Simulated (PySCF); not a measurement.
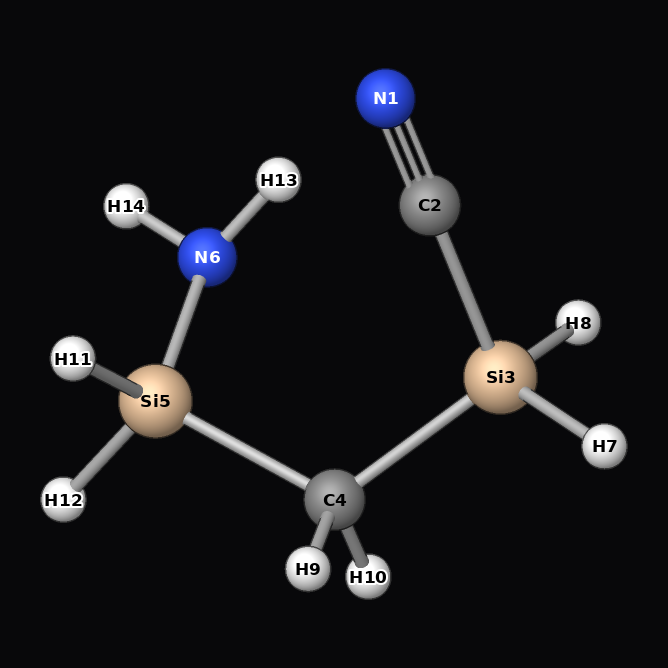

The questions are on isotropic NMR shieldings of the H atoms. The computed structure is the end point of a GFN2-xTB optimisation. No frequency run is at hand to confirm it as a minimum. Properties computed with GIAO PBE0/pcSseg-1 NMR shielding, non-relativistic, gas phase (PySCF 2.14.0).

Give the isotropic NMR shieldings of the H atoms atom by atom.

```
atom  σ (ppm)
  H7    27.05
  H8    27.11
  H9    31.79
 H10    31.43
 H11    26.41
 H12    26.82
 H13    31.31
 H14    31.42
```

The geometry is semi-empirical. Around Si such bond lengths and angles can be off by a tenth of an ångström or more and by several degrees, and values that hang on the shape move with them.
